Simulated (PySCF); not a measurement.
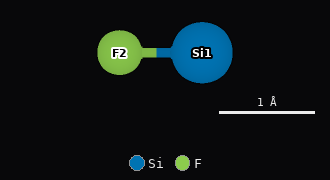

The input geometry (ball-and-stick view, seen on its broad side; atoms are numbered from 1 in the order of the input). Bond lengths as drawn: F–Si 0.87 Å.

# SiF (charge −1): single-point calculation

SiF, charge −1, multiplicity 3, computed with UHF/sbkjc, mp2 (PySCF 2.14.0).

Some settings of this run were made unusual or wrong on purpose.

**The program's output**
```
PySCF version 2.14.0

[INPUT] verbose = 4
[INPUT] num. atoms = 2
[INPUT] num. electrons = 12
[INPUT] charge = -1
[INPUT] spin (= nelec alpha-beta = 2S) = 2
[INPUT] symmetry False subgroup None
[INPUT] Mole.unit = bohr
[INPUT] Symbol           X                Y                Z      unit          X                Y                Z       unit  Magmom
[INPUT]  1 Si     0.000000000000   0.000000000000   0.000000000000 AA    0.000000000000   0.000000000000   0.000000000000 Bohr   0.0
[INPUT]  2 F      0.000000000000   0.000000000000   0.871554866385 AA    0.000000000000   0.000000000000   1.647000000000 Bohr   0.0

nuclear repulsion = 17.0006071645416
number of shells = 8
number of NR pGTOs = 32
number of NR cGTOs = 16
basis = sbkjc
ecp = {'Si': 'sbkjc', 'F': 'sbkjc'}

******** <class 'pyscf.scf.uhf.UHF'> ********
method = UHF
initial guess = minao
damping factor = 0
level_shift factor = 0
DIIS = <class 'pyscf.scf.diis.CDIIS'>
diis_start_cycle = 1
diis_space = 8
diis_damp = 0
SCF conv_tol = 1e-09
SCF conv_tol_grad = None
SCF max_cycles = 50
direct_scf = True
direct_scf_tol = 1e-13
number electrons alpha = 7  beta = 5
Set gradient conv threshold to 3.16228e-05
init E= -24.3902160787959
  alpha nocc = 7  HOMO = 0.0854111696410051  LUMO = 0.150356401888955
  beta  nocc = 5  HOMO = -0.206941202869429  LUMO = 0.0854111696410036

WARN: HOMO 0.0854111696410051 >= LUMO 0.0854111696410036

cycle= 1 E= -25.4065606602427  delta_E= -1.02  |g|= 0.429  |ddm|=  2.9
  alpha nocc = 7  HOMO = 0.00533360469174544  LUMO = 0.306045734346372
  beta  nocc = 5  HOMO = -0.184143613949661  LUMO = 0.279517725026677
  HOMO = 0.00533360469175  LUMO = 0.279517725027  gap/eV = 7.46093
cycle= 2 E= -25.4738394491261  delta_E= -0.0673  |g|= 0.175  |ddm|= 0.655
  alpha nocc = 7  HOMO = 0.0166343061807286  LUMO = 0.325013865117286
  beta  nocc = 5  HOMO = -0.159605372787913  LUMO = 0.2990283396305
  HOMO = 0.0166343061807  LUMO = 0.29902833963  gap/eV = 7.68433
cycle= 3 E= -25.4865331031875  delta_E= -0.0127  |g|= 0.0214  |ddm|= 0.184
  alpha nocc = 7  HOMO = 0.0124818448009539  LUMO = 0.32795296928702
  beta  nocc = 5  HOMO = -0.159232255162452  LUMO = 0.301764600328944
  HOMO = 0.012481844801  LUMO = 0.301764600329  gap/eV = 7.87178
cycle= 4 E= -25.4873963183988  delta_E= -0.000863  |g|= 0.0063  |ddm|= 0.0987
  alpha nocc = 7  HOMO = 0.0125551573444334  LUMO = 0.329240016319446
  beta  nocc = 5  HOMO = -0.156496996785859  LUMO = 0.303920584984662
  HOMO = 0.0125551573444  LUMO = 0.303920584985  gap/eV = 7.92846
cycle= 5 E= -25.4875097004616  delta_E= -0.000113  |g|= 0.0013  |ddm|= 0.0449
  alpha nocc = 7  HOMO = 0.0121180394719521  LUMO = 0.329205341688848
  beta  nocc = 5  HOMO = -0.15711882184013  LUMO = 0.303873705615709
  HOMO = 0.012118039472  LUMO = 0.303873705616  gap/eV = 7.93908
cycle= 6 E= -25.4875141814301  delta_E= -4.48e-06  |g|= 0.000326  |ddm|= 0.00767
  alpha nocc = 7  HOMO = 0.0120997496473932  LUMO = 0.329206231321556
  beta  nocc = 5  HOMO = -0.157263960591708  LUMO = 0.30389162702445
  HOMO = 0.0120997496474  LUMO = 0.303891627024  gap/eV = 7.94006
cycle= 7 E= -25.487514527344  delta_E= -3.46e-07  |g|= 8.97e-05  |ddm|= 0.00214
  alpha nocc = 7  HOMO = 0.0120971225994437  LUMO = 0.329202337649689
  beta  nocc = 5  HOMO = -0.157359722329075  LUMO = 0.303885597196817
  HOMO = 0.0120971225994  LUMO = 0.303885597197  gap/eV = 7.93997
cycle= 8 E= -25.4875145565447  delta_E= -2.92e-08  |g|= 2.63e-05  |ddm|= 0.000734
  alpha nocc = 7  HOMO = 0.0120955746123693  LUMO = 0.329203021985208
  beta  nocc = 5  HOMO = -0.157382859990618  LUMO = 0.303888064410219
  HOMO = 0.0120955746124  LUMO = 0.30388806441  gap/eV = 7.94008
cycle= 9 E= -25.4875145588844  delta_E= -2.34e-09  |g|= 6.53e-06  |ddm|= 0.000215
  alpha nocc = 7  HOMO = 0.0120948083493482  LUMO = 0.329202424318103
  beta  nocc = 5  HOMO = -0.157390171941542  LUMO = 0.303887138698851
  HOMO = 0.0120948083493  LUMO = 0.303887138699  gap/eV = 7.94007
cycle= 10 E= -25.4875145590166  delta_E= -1.32e-10  |g|= 7.59e-07  |ddm|= 5.02e-05
  alpha nocc = 7  HOMO = 0.0120947415617284  LUMO = 0.329202520571252
  beta  nocc = 5  HOMO = -0.157390227591247  LUMO = 0.303887229155
  HOMO = 0.0120947415617  LUMO = 0.303887229155  gap/eV = 7.94008
```

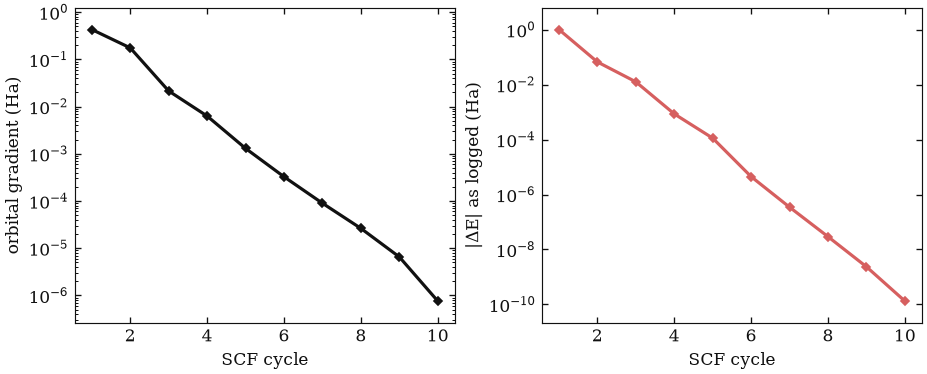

Convergence of the self-consistent field: orbital gradient and size of the energy change against the SCF cycle. The residual falls at every step.

```
Extra cycle  E= -25.4875145590175  delta_E= -8.17e-13  |g|= 3.53e-07  |ddm|= 2.12e-06
converged SCF energy = -25.4875145590175  <S^2> = 2.0185134  2S+1 = 3.012317

******** <class 'pyscf.mp.ump2.UMP2'> ********
nocc = (np.int64(7), np.int64(5)), nmo = (16, 16)
E(UMP2) = -25.5738500474502  E_corr = -0.086335488432708
E(SCS-UMP2) = -25.5709598026269  E_corr = -0.0834452436094774
E_corr(same-spin) = -0.0232584721266602
E_corr(oppo-spin) = -0.0630770163060478

WARN: System has nonzero charge -1; the dipole moment is origin-dependent.
Location of origin: [0. 0. 0.]

Dipole moment(X, Y, Z, Debye): -0.00000,  0.00000,  2.09851
orbital energies (hartree): [array([-0.2479,  0.0121,  0.0121,  0.2982,  0.4668,  0.5187]), array([-0.7523, -0.583 , -0.1574,  0.3039,  0.3039,  0.3292])]
```

The run was set up as follows.

**Input file**
```python
from pyscf import gto, scf, mp

mol = gto.M(
    atom='Si 0 0 0; F 0 0 1.647',
    basis='sbkjc',
    ecp={'Si': 'sbkjc', 'F': 'sbkjc'},
    charge=-1,
    spin=2,
    unit='bohr',
    verbose=4,
)
mf = scf.UHF(mol)
mf.kernel()
mp.MP2(mf).kernel()
mf.dip_moment()
print('orbital energies (hartree):', [e[max(0, n-3):n+3].round(4) for e, n in zip(mf.mo_energy, mol.nelec)])
```

Launch command:
```bash
OMP_NUM_THREADS=1 python input.py
```

**Outcome**

```json
{"quantity": "outcome", "value": "converged"}
{"quantity": "SCF energy", "value": "−25.487515 hartree"}
{"quantity": "⟨S²⟩", "value": "2.019"}
{"quantity": "hardware", "value": "1 CPU thread, shared host"}
```

Some settings of this run were drawn to be unusual or wrong. It converged; results that depend on the unusual settings are not reference values.
